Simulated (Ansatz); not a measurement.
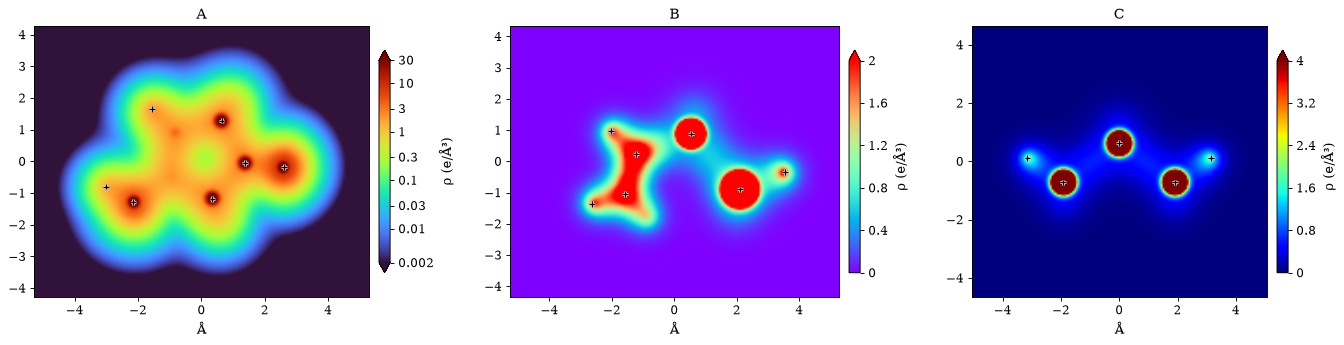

The total electron density of 3 systems, each on a plane through atoms (crosses mark nuclei in the plane).

Theory: isolated molecule in a Gaussian basis; Kohn-Sham density functional theory, functional PBE0 in Ansatz.

System 1: BrH₉Si₄, the plane of atoms Si2, Si3 and Si4. Geometry: r2SCAN-D4/def2-SVP.

```xyz
14

Br   -3.3212    0.7581    0.9835
Si    0.8654    0.1960    1.7437
Si   -0.0910   -0.3830   -0.3212
Si   -0.0939    1.4763   -1.7553
Si   -2.3135   -1.0223    0.0543
H     0.7406   -0.9334    2.7152
H     2.3129    0.5228    1.5620
H     0.1605    1.3938    2.2894
H     0.6534   -1.5275   -0.9441
H    -0.7613    2.6216   -1.0681
H    -0.8299    1.1638   -3.0185
H     1.3103    1.8620   -2.0939
H    -2.4418   -2.1643    1.0069
H    -3.0480   -1.3544   -1.2020
```

System 2: C₅H₉NO, the plane of atoms C5, C4 and O7. Geometry: PBE-D3(BJ)/def2-SVP.

```xyz
16

C    -0.3945   -0.9753    0.1437
C    -0.3444   -0.2066    1.4945
C    -0.2039    1.2646    1.0902
C    -0.9314    1.3710   -0.2610
C    -1.2430   -0.0489   -0.7413
N    -0.8740   -2.3476    0.1556
O    -1.2045    2.4037   -0.8392
H    -1.8071   -2.3805    0.5910
H    -0.2679   -2.9248    0.7533
H     0.6394   -0.9915   -0.2726
H     0.4619   -0.5737    2.1612
H    -1.3100   -0.3701    2.0234
H     0.8589    1.5377    0.9026
H    -0.5961    2.0100    1.8097
H    -2.3252   -0.2294   -0.5393
H    -1.0997   -0.1621   -1.8326
```

System 3: C₄H₁₀GeSi (SMILES C=C[SiH]([GeH3])C=C), the plane of atoms C2, Si6 and Ge5. Geometry: r2SCAN-D4/def2-SVP.

```xyz
16

C     0.5735   -1.0503    0.9550
C     0.2962    0.1159    0.3514
C    -0.9981    0.7315   -2.3687
C     0.1055    0.2897   -2.9932
Ge   -2.9309   -1.1896   -0.1899
Si   -1.3075    0.5242   -0.5305
H     1.5361   -1.2381    1.4466
H    -0.1498   -1.8752    0.9888
H     1.0761    0.8931    0.3596
H    -1.8696    1.8071    0.0044
H    -3.3081   -1.3500    1.2938
H    -4.2169   -0.8655   -0.9698
H    -2.4135   -2.5492   -0.6932
H    -1.7738    1.2231   -2.9746
H     0.9144   -0.2128   -2.4478
H     0.2500    0.4097   -4.0740
```

Which map belongs to which system?

Panel A is system 2, C₅H₉NO: the plane holds C, N, O and H. C–O (1.21 Å): the density is about 3.3 e/Å³ at the midpoint. Panel B is system 3, C₄H₁₀GeSi: the plane holds C, Ge, Si and H. C–C (1.34 Å): ρ at the midpoint is about 2.2 e/Å³. Panel C is system 1, BrH₉Si₄: the plane holds Si and H. Si–Si (2.35 Å): ρ is about 0.62 e/Å³ halfway.
